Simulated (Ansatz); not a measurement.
# MgNi3C (Pm-3m): Grüneisen parameters

Aim: how the phonons of MgNi3C (Pm-3m) shift with volume, and the thermal expansion that follows.

Main program and level: Ansatz 0.2.0; DFT PBEsol, scalar-relativistic, plane waves, PAW; PAW set soft_1.

**1. Starting point**

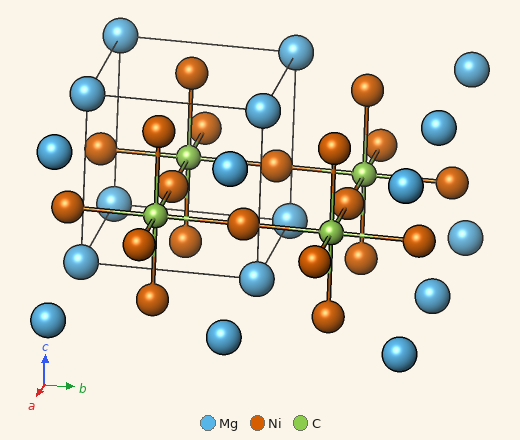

The cell as given, slightly off an axis (magnesium blue, nickel orange, carbon green). 2×2×1 cells are drawn. Some periodic images of atoms are drawn too.

**2. Phonons on a q mesh**

The cell comes from relaxations at this level that are not shown. Stability and thermal properties need the whole zone. Linear response on a 2×2×2 q mesh gives force constants as far as a supercell of that size would.

The input, input.yaml:

```yaml
crystal:
  lattice:
    - [3.7719346199, 0.0, 0.0]
    - [0.0, 3.7719346199, 0.0]
    - [0.0, 0.0, 3.7719346199]
  atoms:
    - { symbol: Mg, position: [0.0, 0.0, 0.0] }
    - { symbol: Ni, position: [0.0, 0.5, 0.5] }
    - { symbol: Ni, position: [0.5, 0.0, 0.5] }
    - { symbol: Ni, position: [0.5, 0.5, 0.0] }
    - { symbol: C, position: [0.5, 0.5, 0.5] }
kpoints:
  mp_grid: { grid: [12, 12, 12] }
hamiltonian:
  xc: pbesol
  pseudopotentials: { kind: paw, azcp: { folder: soft_1 }, xc_functional: pbe }
scf:
  occupations: { method: methfessel_paxton, width: 0.2 }
output:
  eigenvalues: true
phonons:
  method: dfpt
  qmesh: [2, 2, 2]
  temperatures: { t_max: 1000, t_step: 50 }
  qpath:
    path:
      - [[0.0, 0.0, 0.0], [0.0, 0.5, 0.0], [0.5, 0.5, 0.0], [0.0, 0.0, 0.0], [0.5, 0.5, 0.5], [0.0, 0.5, 0.0]]
      - [[0.5, 0.5, 0.5], [0.5, 0.5, 0.0]]
    npoints: 10
```

On the command line:

```
ansatz run input.yaml --threads 4 --pin off --max-ram 10240MiB --backend cpu --events-out ev --progress --plain --runs-dir out
```

Numbers of over 12 decimals in the logs are rounded to 6 here.

Output:

```text
Engine: ansatz 0.2.0, aarch64-unknown-linux-gnu
Pseudopotentials: kind: paw
Pseudopotential: Mg, paw, valence charge 10, recommended cutoff 420 eV (normal), soft_1/Mg.paw.azcp
Pseudopotential: Ni, paw, valence charge 18, recommended cutoff 420 eV (normal), soft_1/Ni.paw.azcp
Pseudopotential: C, paw, valence charge 4, recommended cutoff 420 eV (normal), soft_1/C.paw.azcp
Functional definition: PBEsol
  exchange = pbesol_x
  correlation = pbesol_c
Crystal: 5 atoms, lattice volume = 53.665 Å³
Basis set: ecut = 420 eV, 1021 PW (Γ), exchange–correlation on 54×54×54 points (8 copies of the dense FFT grid, shifted against one another)
Bands: 41, of which v1, the nominal top of the filled ones, is band 34 counted from 1 (33 counted from 0)
Symmetry: 48 space group operations
k-points: 84 of 1728
Non-local potential: Mg, projectors of the file, l = 0: 3, l = 1: 2, l = 2: 1
Non-local potential: Ni, projectors of the file, l = 0: 3, l = 1: 2, l = 2: 3, l = 3: 1
Non-local potential: C, projectors of the file, l = 0: 2, l = 1: 2, l = 2: 1
PAW form: soft (Blöchl's): semilocal exchange-correlation on the pseudo side does not see the compensation charge
PAW frozen core: Mg, regenerated for the run's functional, and the local potential with it (the file was generated under x = pbe(κ = 0.804, μ = 0.219515), c = pbe(β = 0.066725))
PAW frozen core: Ni, regenerated for the run's functional, and the local potential with it (the file was generated under x = pbe(κ = 0.804, μ = 0.219515), c = pbe(β = 0.066725))
PAW frozen core: C, regenerated for the run's functional, and the local potential with it (the file was generated under x = pbe(κ = 0.804, μ = 0.219515), c = pbe(β = 0.066725))
PAW one-centre angular grid: Mg, 110 points (default); XC on 64 Gauss nodes
PAW one-centre angular grid: Ni, 590 points (default); XC on 64 Gauss nodes
PAW one-centre angular grid: C, 110 points (default); XC on 64 Gauss nodes
Initial density: superposition of atomic densities (chi_scale 0.1, normalization cell, long waves kept (reshape's long-wave potential 0.01 eV rms))
Initial wavefunctions: pseudopotential atomic-orbital guess
Functional: x = pbesol(κ = 0.804, μ = 0.123457), c = pbesol(β = 0.046)
SCF iter   1: F=—  HF=-19574.868665 eV  |F-HF|=—  |Δ(HF+E_count)|=         —  Δρ=5.41e-2  dr2=9.45e-1  ethr=3.10e-3  ⟨swp⟩=5.4  Hψ=11419  notcnv=0
preconditioner: auto → Kerker (q_TF=auto, 2.838 Å⁻¹)  [metal: Δε(μ)=0.007 eV  Ē_g=8.041 eV  σ=0.200 eV  W_gap=0.03  n_scr=18 (ndim 8)  ℏωp=30.4 eV  f_vac=0.000  D(μ)=5.56/eV (n_scr^D=80)]
SCF iter   2: F=—  HF=-19574.626212 eV  |F-HF|=—  |Δ(HF+E_count)|=   2.42e-1  S|Δr|=    0.00e0  Δρ=2.68e-2  dr2=3.56e-1  ethr=1.39e-3  ⟨swp⟩=2.0  Hψ=4499  notcnv=0  defer=138
SCF iter   3: F=—  HF=-19574.535579 eV  |F-HF|=—  |Δ(HF+E_count)|=   9.06e-2  S|Δr|=    0.00e0  Δρ=9.21e-3  dr2=8.23e-2  ethr=5.23e-4  ⟨swp⟩=2.3  Hψ=4900  notcnv=0  defer=138
SCF iter   4: F=—  HF=-19574.518372 eV  |F-HF|=—  |Δ(HF+E_count)|=   1.72e-2  S|Δr|=    0.00e0  Δρ=3.94e-3  dr2=9.99e-3  ethr=1.21e-4  ⟨swp⟩=2.0  Hψ=3917  notcnv=0  defer=140
SCF iter   5: F=—  HF=-19574.515426 eV  |F-HF|=—  |Δ(HF+E_count)|=   2.95e-3  S|Δr|=    0.00e0  Δρ=1.18e-3  dr2=1.31e-3  ethr=1.47e-5  ⟨swp⟩=2.0  Hψ=5031  notcnv=0  defer=135
SCF iter   6: F=—  HF=-19574.514740 eV  |F-HF|=—  |Δ(HF+E_count)|=   6.86e-4  S|Δr|=    0.00e0  Δρ=3.91e-4  dr2=6.66e-5  ethr=1.93e-6  ⟨swp⟩=2.1  Hψ=4890  notcnv=0  defer=135
SCF iter   7: F=—  HF=-19574.514752 eV  |F-HF|=—  |Δ(HF+E_count)|=   1.15e-5  S|Δr|=    0.00e0  Δρ=2.65e-4  dr2=3.40e-5  ethr=9.80e-8  ⟨swp⟩=2.0  Hψ=6193  notcnv=0  defer=135
SCF iter   8: F=—  HF=-19574.514730 eV  |F-HF|=—  |Δ(HF+E_count)|=   2.20e-5  S|Δr|=    0.00e0  Δρ=5.73e-5  dr2=1.40e-6  ethr=5.00e-8  ⟨swp⟩=2.0  Hψ=4924  notcnv=0  defer=135
SCF iter   9: F=—  HF=-19574.514732 eV  |F-HF|=—  |Δ(HF+E_count)|=   1.66e-6  S|Δr|=    0.00e0  Δρ=1.91e-5  dr2=1.51e-7  ethr=2.07e-9  ⟨swp⟩=2.2  Hψ=5765  notcnv=0  defer=135
SCF iter  10: F=—  HF=-19574.514732 eV  |F-HF|=—  |Δ(HF+E_count)|=   9.64e-9  S|Δr|=    0.00e0  Δρ=5.53e-6  dr2=9.96e-9  ethr=2.23e-10  ⟨swp⟩=2.8  Hψ=6089  notcnv=0  defer=135
SCF iter  11: F=—  HF=-19574.514732 eV  |F-HF|=—  |Δ(HF+E_count)|=  4.55e-10  S|Δr|=    0.00e0  Δρ=1.48e-6  dr2=7.96e-10  ethr=1.46e-11  ⟨swp⟩=1.2  Hψ=3390  notcnv=0  defer=135
SCF iter  12: F=—  HF=-19574.514732 eV  |F-HF|=—  |Δ(HF+E_count)|=  5.82e-11  S|Δr|=    0.00e0  Δρ=5.35e-7  dr2=8.67e-11  ethr=1.17e-12  ⟨swp⟩=2.1  Hψ=4404  notcnv=0  defer=135
SCF iter  13: F=-19574.514732 eV  HF=-19574.514732 eV  |F-HF|=3.64e-12  |Δ(HF+E_count)|=  1.09e-11  S|Δr|=    0.00e0  Δρ=1.19e-7  dr2=3.11e-12  ethr=1.00e-12  ⟨swp⟩=10.9  Hψ=20406  notcnv=0
SCF 1 converged in 13 iterations: F = -19574.514732 eV  dr2 = 3.11e-12
  greatest PAW one-centre occupation: 1.001 electrons in one spin orbital (limit 2), on the Ni atom at site 3 (counted from 0), in its partial waves of l = 1
Initial density: read from a saved state, or passed on in memory by an earlier SCF of this step, an earlier step, the calling program or the single point that the run made first
iter 1 solved again at ethr=1.08e-7 eV; its pass at ethr=3.10e-3 eV (dr2=7.37e-5 eV) is discarded
SCF iter   1: F=—  HF=-19574.514732 eV  |F-HF|=—  |Δ(HF+E_count)|=         —  Δρ=2.26e-6  dr2=1.62e-9  ethr=1.08e-7  ⟨swp⟩=3.1  Hψ=21608  notcnv=0
eigensolver tolerance schedule: the retry pair's looser diagonalisation over-reported the residual by 45410.06 of it (diagonalisation noise at an unbounded share of the residual, at the tolerance the schedule requests for it); recorded, not acted on — ethr = c·dr2/N_el stays at c = 1.0e-1
preconditioner: auto → Kerker (q_TF=auto, 2.838 Å⁻¹)  [metal: Δε(μ)=0.009 eV  Ē_g=7.881 eV  σ=0.200 eV  W_gap=0.04  n_scr=18 (ndim 8)  ℏωp=30.4 eV  f_vac=0.000  D(μ)=5.32/eV (n_scr^D=80)]
SCF iter   2: F=—  HF=-19574.514732 eV  |F-HF|=—  |Δ(HF+E_count)|=   7.37e-7  S|Δr|=    0.00e0  Δρ=1.91e-6  dr2=1.05e-9  ethr=2.39e-12  ⟨swp⟩=3.7  Hψ=9916  notcnv=0
SCF iter   3: F=—  HF=-19574.514732 eV  |F-HF|=—  |Δ(HF+E_count)|=  1.67e-10  S|Δr|=    0.00e0  Δρ=9.77e-7  dr2=2.84e-10  ethr=1.55e-12  ⟨swp⟩=1.0  Hψ=3446  notcnv=0
SCF iter   4: F=—  HF=-19574.514732 eV  |F-HF|=—  |Δ(HF+E_count)|=  4.37e-11  S|Δr|=    0.00e0  Δρ=5.14e-7  dr2=8.32e-11  ethr=1.00e-12  ⟨swp⟩=1.0  Hψ=3444  notcnv=0
SCF iter   5: F=—  HF=-19574.514732 eV  |F-HF|=—  |Δ(HF+E_count)|=  1.82e-11  S|Δr|=    0.00e0  Δρ=2.29e-7  dr2=1.77e-11  ethr=1.00e-12  ⟨swp⟩=1.0  Hψ=3444  notcnv=0
SCF iter   6: F=-19574.514732 eV  HF=-19574.514732 eV  |F-HF|=1.09e-11  |Δ(HF+E_count)|=  3.64e-12  S|Δr|=    0.00e0  Δρ=1.61e-7  dr2=8.65e-12  ethr=1.00e-12  ⟨swp⟩=2.2  Hψ=6752  notcnv=0
SCF 2 converged in 6 iterations: F = -19574.514732 eV  dr2 = 8.65e-12
  greatest PAW one-centre occupation: 1.001 electrons in one spin orbital (limit 2), on the Ni atom at site 2 (counted from 0), in its partial waves of l = 1
phonons: the bands overlap, so this run is a metal and interpolates without the dipole-dipole term. If the crystal is really an insulator or semiconductor, its LO-TO splitting is missing
NSCF: frozen V_eff on 84 k-points
NSCF: frozen V_eff on 343 k-points
DFPT response loops at q = (0, 0, 0) (fractional): preconditioner auto → Kerker (q_TF=auto, 2.838 Å⁻¹) (partly filled bands, converged f_vac=0.000); β = 1.00, the filter's whole step (`scf.mixing.beta` (0.50) is not read by the response loops under this deck's `scf.mixing.preconditioner`; to damp them name `kerker` or `kerker_dos`, under which they read `scf.mixing.beta`, and type it under 1.00, their step now; both keys bind the ground state too); Broyden in place of MSR1
NSCF: frozen V_eff on 686 k-points
DFPT response loops at q = (0, 0, -0.5) (fractional): mixed as the last ones told, above
NSCF: frozen V_eff on 686 k-points
DFPT response loops at q = (0, -0.5, -0.5) (fractional): mixed as the last ones told, above
NSCF: frozen V_eff on 686 k-points
DFPT response loops at q = (-0.5, -0.5, -0.5) (fractional): mixed as the last ones told, above
SCF converged after 13 iterations
Stability not checked: this state was not tested for a lower state beside it, because cold or Methfessel-Paxton smearing, or corrected tetrahedra, fill the levels in a way that the test cannot read (fill_not_monotonic; see scf.lower_state_search)
Free energy (F): -19574.514732 eV
Harris-Foulkes:  -19574.514732 eV  (|F-HF|=3.64e-12)
Internal energy: -19574.501429 eV  (E = F + TS)
E sigma→0 (E₀):  -19574.511406 eV
Entropy (-TS):   -0.013303 eV (-2.661 meV/atom)
Fermi energy:    14.772568 eV
--- Per-component energies (eV) ---
  E_band       = -1274.857427
  E_kinetic    = 1183.666659
  E_local      = -11063.120875  (includes V_loc(G=0)·N_el)
  E_nonlocal   = -127.355553
  E_hartree    = 5552.385930
  E_xc         = -412.061457
  E_vxc        = -531.424451  (∫ρ·V_xc dr)
  E_paw        = -5252.322028  (= ΣΔE_a)
  E_vpaw       = -1841.397371  (= ΣTr[D̂ρ^β])
  E_aug_tail   = 0.002407  (compensation charges beyond the density's cutoff)
  E_ewald      = -9456.368341
  E_core_change = 0.671831  (= ΣΔE_core)
  E_smearing   = -0.013303  (= −TS)
  E_closure    = -0.000000  (closes the sum)
  Σ components = -19574.514732   (vs F -19574.514732, Δ=0.00e0)
--- Band table (eV; the first three rows and the last of 84) ---
  k-point 0: bands = [... 30 lower, 13.3415, 14.0180, 14.0180, 14.0180, 14.2875, 18.2044, 19.8925, 19.8925, ... 3 higher]
  k-point 1: bands = [... 30 lower, 13.3466, 14.0181, 14.0657, 14.0657, 14.2627, 18.2570, 19.4032, 19.9181, ... 3 higher]
  k-point 2: bands = [... 30 lower, 13.3544, 14.0182, 14.1892, 14.2078, 14.2078, 18.3779, 19.0055, 19.9973, ... 3 higher]
  k-point 83: bands = [... 30 lower, 13.6541, 13.6541, 14.0724, 14.0724, 14.0724, 16.0095, 16.0095, 16.0095, ... 3 higher]
--- Phonons (Γ-DFPT): 4 representative perturbations + reference (Σ response iterations 14) ---
  ASR residual: 9.901e-5 → 0.000e0 eV/Å²; symmetrization residual: 1.614e-6 eV/Å²
  ASR residual per site (eV/Å²): 3.41e-5 9.90e-5 9.90e-5 9.90e-5 5.96e-6
  Γ frequencies (cm⁻¹): 0.00 0.00 0.00 139.26 139.26 139.26 179.07 179.07 179.07 289.52 289.52 289.52 598.84 598.84 598.84
--- Phonons (arbitrary-q DFPT): 4 irreducible q on the 2×2×2 mesh ---
  q = [0.0000, 0.0000, 0.0000] (star 1, of the zone-centre solve; hermiticity 1.84e-7, symmetrization 3.10e-12): -0.00 -0.00 0.00 139.26 139.26 139.26 179.07 179.07 179.07 289.52 289.52 289.52 598.84 598.84 598.84
  q = [0.0000, 0.0000, -0.5000] (star 3, 9 solved perturbations in 2646 linear systems a pass and spin channel, the states on 343 of 1728 k-point pairs; hermiticity 9.17e-8, symmetrization 2.29e-12): 25.99 25.99 107.75 114.59 114.59 121.71 174.70 174.70 272.09 276.92 276.92 286.36 594.15 594.15 676.80
  q = [0.0000, -0.5000, -0.5000] (star 3, 9 solved perturbations in 2646 linear systems a pass and spin channel, the states on 343 of 1728 k-point pairs; hermiticity 1.46e-7, symmetrization 3.93e-13): 20.06 83.21 83.21 83.93 83.93 131.81 147.48 240.52 270.20 281.93 281.93 326.52 584.70 692.36 692.36
  q = [-0.5000, -0.5000, -0.5000] (star 1, 4 solved perturbations in 931 linear systems a pass and spin channel, the states on 343 of 1728 k-point pairs; hermiticity 4.88e-8, symmetrization 9.70e-12): 72.51 72.51 72.51 107.07 107.07 107.07 244.47 244.47 288.44 288.44 288.44 366.92 702.21 702.21 702.21
  sum rule: each row above includes the acoustic sum rule's correction from the zone centre's row sums; it moved no ω² by more than (0.68 cm⁻¹)²
  mesh force constants: q→R imaginary residual 5.36e-18; ASR residual 9.901e-5 → 0.000e0 eV/Å²; symmetrization residual 2.487e-14 eV/Å²
  interpolated dispersion: 62 rows × 15 modes
  density of states and harmonic sums: on the 16×16×16 q-mesh, interpolated from the force constants of a 2×2×2 supercell (no non-analytic term)
  largest difference from the sums on the solved wave vectors: F 2.54e-2 eV, S 4.71e-5 and C_V 2.24e-5 eV/K
  zero-point energy: 0.248772 eV/cell   skipped modes (ω ≤ 0): 21, of them read as no rigid motion or as one in doubt: 18 (1.143e-1 modes/cell left out, lowest -35.18 cm⁻¹)   left out of the sums: 7.67e-3 of the cell's modes: C_V's classical limit lies that fraction below 3 k_B per atom; for a crystal, a wire or a layer, F and S can be off by more, and a phonons.interpolated_qmesh denser along its periods is the remedy for the sampling
```

Elapsed: 7.6 min, on 4 threads of Arm Neoverse V2, shared host; peak memory 2.1 GiB.

This run has no spin polarisation, although Ni can carry a moment.

This step gave:

```yaml
volume_per_atom: 10.73 Å³
gap_on_the_k_mesh: 0 eV
sum_rule_residual_before_enforcement: 9.90e-5 eV/Å²
lowest_frequency_on_the_path: -34.38 cm⁻¹
point_group: m-3m
highest_frequency_on_the_path_or_at_a_solved_wavevector: 702.2 cm⁻¹
highest_optical_mode_at_the_zone_centre_no_lo_to_term: 598.8 cm⁻¹
lowest_optical_zone_centre_mode: 139.3 cm⁻¹
lowest_mode_on_the_q_mesh_acoustic_modes_at_gamma_apart: 20.06 cm⁻¹
```

Frequencies (cm⁻¹) solved at each irreducible wavevector; negative means imaginary. Frequencies by wavevector, by row:

| q in reciprocal lattice units | star | mode 1 | mode 2 | mode 3 | mode 4 | mode 13 | mode 14 | mode 15 |
| --- | --- | --- | --- | --- | --- | --- | --- | --- |
| 0 0 0 | 1 | 0 | 0 | 0 | 139.3 | 598.8 | 598.8 | 598.8 |
| 0 0 -0.5 | 3 | 26 | 26 | 107.8 | 114.6 | 594.1 | 594.1 | 676.8 |
| 0 -0.5 -0.5 | 3 | 20.1 | 83.2 | 83.2 | 83.9 | 584.7 | 692.4 | 692.4 |
| -0.5 -0.5 -0.5 | 1 | 72.5 | 72.5 | 72.5 | 107.1 | 702.2 | 702.2 | 702.2 |

Symmetry leaves 4 wavevectors to solve. The lowest mode among them, the acoustic zeros apart, lies at q = (0, -0.5, -0.5) and is real, 20.1 cm⁻¹. Between them the interpolated path dips to 34i cm⁻¹.

**3. Relaxing at another volume, volume ratio 0.97**

The volume is scaled by 0.97 and held; symmetry leaves nothing to relax, so this is a single point. The modes can then be followed against volume.

input.yaml, the sections that differ from step 2:

```yaml
crystal:
  lattice:
    - [3.7338316651, 0.0, 0.0]
    - [0.0, 3.7338316651, 0.0]
    - [0.0, 0.0, 3.7338316651]
  atoms:
    - { symbol: Mg, position: [0.0, 0.0, 0.0] }
    - { symbol: Ni, position: [0.0, 0.5, 0.5] }
    - { symbol: Ni, position: [0.5, 0.0, 0.5] }
    - { symbol: Ni, position: [0.5, 0.5, 0.0] }
    - { symbol: C, position: [0.5, 0.5, 0.5] }
output:
  forces: true
  stress: true
  eigenvalues: true
# kpoints, hamiltonian, scf: as in step 2
# phonons: removed
```

Output:

```text
[...]
Crystal: 5 atoms, lattice volume = 52.055 Å³
Basis set: ecut = 420 eV, 1021 PW (Γ), exchange–correlation on 50×50×50 points (8 copies of the dense FFT grid, shifted against one another)
Bands: 41, of which v1, the nominal top of the filled ones, is band 34 counted from 1 (33 counted from 0)
Symmetry: 48 space group operations
[...]
k-points: 84 of 1728
[...]
k-point 0: bands = [... 30 lower, 13.8604, 14.5784, 14.5784, 14.5784, 14.8511, 18.9861, 20.6164, 20.6164, ... 3 higher]
  k-point 1: bands = [... 30 lower, 13.8661, 14.5785, 14.6279, 14.6279, 14.8250, 19.0357, 20.0959, 20.6409, ... 3 higher]
  k-point 2: bands = [... 30 lower, 13.8750, 14.5786, 14.7477, 14.7754, 14.7754, 19.1532, 19.6936, 20.7168, ... 3 higher]
  k-point 83: bands = [... 30 lower, 14.1877, 14.1877, 14.6298, 14.6298, 14.6298, 16.6588, 16.6588, 16.6588, ... 3 higher]
[key lines of the parts left out:]
SCF converged after 10 iterations
Free energy (F): -19574.484048 eV
Fermi energy:    15.360873 eV
P = ⅓ Tr σ = 6.2824 GPa (62.824 kbar)
```

Run time: 2.6 s. Hardware: 4 threads; peak memory 0.44 GiB; 9.6 s of CPU time.

Numbers from this step:

```yaml
pressure: 6.282 GPa
volume_per_atom: 10.41 Å³
```

The run ends at a pressure of 6.28 GPa.

**4. Phonons at the other volume, volume ratio 0.97**

The phonons are repeated at this volume on the same k and q meshes.

Changes to input.yaml since step 3:

```diff
@@ -19,4 +19,11 @@
 output:
-  forces: true
-  stress: true
   eigenvalues: true
+phonons:
+  method: dfpt
+  qmesh: [2, 2, 2]
+  temperatures: { t_max: 1000, t_step: 50 }
+  qpath:
+    path:
+      - [[0.0, 0.0, 0.0], [0.0, 0.5, 0.0], [0.5, 0.5, 0.0], [0.0, 0.0, 0.0], [0.5, 0.5, 0.5], [0.0, 0.5, 0.0]]
+      - [[0.5, 0.5, 0.5], [0.5, 0.5, 0.0]]
+    npoints: 10
```

Output:

```text
[...]
Crystal: 5 atoms, lattice volume = 52.055 Å³
Basis set: ecut = 420 eV, 1021 PW (Γ), exchange–correlation on 50×50×50 points (8 copies of the dense FFT grid, shifted against one another)
Bands: 41, of which v1, the nominal top of the filled ones, is band 34 counted from 1 (33 counted from 0)
Symmetry: 48 space group operations
k-points: 84 of 1728
[...]
SCF iter   1: F=—  HF=-19574.842315 eV  |F-HF|=—  |Δ(HF+E_count)|=         —  Δρ=5.47e-2  dr2=9.43e-1  ethr=3.10e-3  ⟨swp⟩=5.4  Hψ=11432  notcnv=0
[...]
SCF iter  13: F=-19574.484048 eV  HF=-19574.484048 eV  |F-HF|=7.28e-12  |Δ(HF+E_count)|=  1.46e-11  S|Δr|=    0.00e0  Δρ=1.00e-7  dr2=2.18e-12  ethr=1.00e-12  ⟨swp⟩=11.8  Hψ=19362  notcnv=0
SCF 1 converged in 13 iterations: F = -19574.484048 eV  dr2 = 2.18e-12
[...]
SCF iter   6: F=-19574.484048 eV  HF=-19574.484048 eV  |F-HF|=7.28e-12  |Δ(HF+E_count)|=  3.64e-12  S|Δr|=    0.00e0  Δρ=7.46e-8  dr2=1.83e-12  ethr=1.00e-12  ⟨swp⟩=2.1  Hψ=6669  notcnv=0
SCF 2 converged in 6 iterations: F = -19574.484048 eV  dr2 = 1.83e-12
[...]
NSCF: frozen V_eff on 84 k-points
[...]
SCF converged after 13 iterations
[...]
Free energy (F): -19574.484048 eV
[...]
Internal energy: -19574.470989 eV  (E = F + TS)
E sigma→0 (E₀):  -19574.480783 eV
Entropy (-TS):   -0.013059 eV (-2.612 meV/atom)
Fermi energy:    15.360875 eV
[...]
--- Band table (eV; the first three rows and the last of 84) ---
  k-point 0: bands = [... 30 lower, 13.8604, 14.5784, 14.5784, 14.5784, 14.8511, 18.9861, 20.6164, 20.6164, ... 3 higher]
  k-point 1: bands = [... 30 lower, 13.8660, 14.5785, 14.6280, 14.6280, 14.8250, 19.0357, 20.0959, 20.6410, ... 3 higher]
  k-point 2: bands = [... 30 lower, 13.8750, 14.5786, 14.7477, 14.7754, 14.7754, 19.1532, 19.6936, 20.7168, ... 3 higher]
  k-point 83: bands = [... 30 lower, 14.1876, 14.1876, 14.6298, 14.6298, 14.6298, 16.6588, 16.6588, 16.6588, ... 3 higher]
[...]
ASR residual: 7.519e-5 → 0.000e0 eV/Å²; symmetrization residual: 1.685e-6 eV/Å²
  ASR residual per site (eV/Å²): 9.11e-6 7.52e-5 7.52e-5 7.52e-5 3.58e-7
[...]
--- Phonons (arbitrary-q DFPT): 4 irreducible q on the 2×2×2 mesh ---
[...]
interpolated dispersion: 62 rows × 15 modes
[...]
```

Elapsed: 7.5 min, on 4 threads; peak memory 2.1 GiB; 29 min of CPU time.

Numbers from this step:

| Quantity | Value |
| --- | --- |
| sum-rule residual before enforcement | 7.52e-5 eV/Å² |
| lowest frequency on the path | -31.57 cm⁻¹ |
| highest frequency on the path or at a solved wavevector | 735.4 cm⁻¹ |
| highest optical mode at the zone centre (no LO-TO term) | 638.1 cm⁻¹ |
| lowest optical zone-centre mode | 141.0 cm⁻¹ |
| lowest mode on the q mesh (acoustic modes at Γ apart) | 23.85 cm⁻¹ |

Frequencies (cm⁻¹) solved at each irreducible wavevector; negative means imaginary. Frequencies by wavevector, by row:

| q in reciprocal lattice units | star | mode 1 | mode 2 | mode 3 | mode 4 | mode 13 | mode 14 | mode 15 |
| --- | --- | --- | --- | --- | --- | --- | --- | --- |
| 0 0 0 | 1 | 0 | 0 | 0 | 141 | 638.1 | 638.1 | 638.1 |
| 0 0 -0.5 | 3 | 23.9 | 23.9 | 111.8 | 117.7 | 633.3 | 633.3 | 709.5 |
| 0 -0.5 -0.5 | 3 | 44.4 | 85.3 | 85.3 | 90 | 624 | 725.6 | 725.6 |
| -0.5 -0.5 -0.5 | 1 | 79.7 | 79.7 | 79.7 | 103.6 | 735.4 | 735.4 | 735.4 |

The highest optical mode at the zone centre (no LO-TO term) is 638.1 cm⁻¹, +39.2 cm⁻¹ against the base run.

[end of part 1 of 2]

[Logs are printed without paths, hosts, clocks, repeated set-up lines and the standing remarks that a program may print on its own settings, such as how far it seeks lower states.]

[Hosts, paths, dates, database ids (printed as entryN), source tags and the programs' standing remarks are cut or masked in the printed files.]
